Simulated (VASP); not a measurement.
Band structure of Sc (space group P6_3/mmc). All values below come from PBE GGA, VASP's PBE PAW potentials (set 64) (plane waves; VASP).

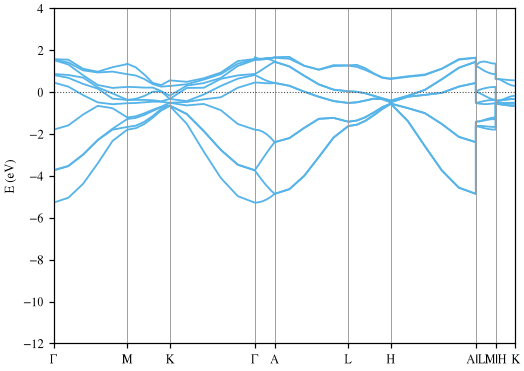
Figure. Bands along high-symmetry lines, zero at the valence-band maximum or, without a gap, the Fermi level

Task: Read the plot: is there a gap, and where are the band edges?

Result: It has no gap at this level: it comes out as a metal or semimetal.

The structure was generated: Sc was put into an ordered model structure, which need not be its known phase. The cell was not relaxed at this level. VASP warned that the highest band is occupied, so more bands are needed.
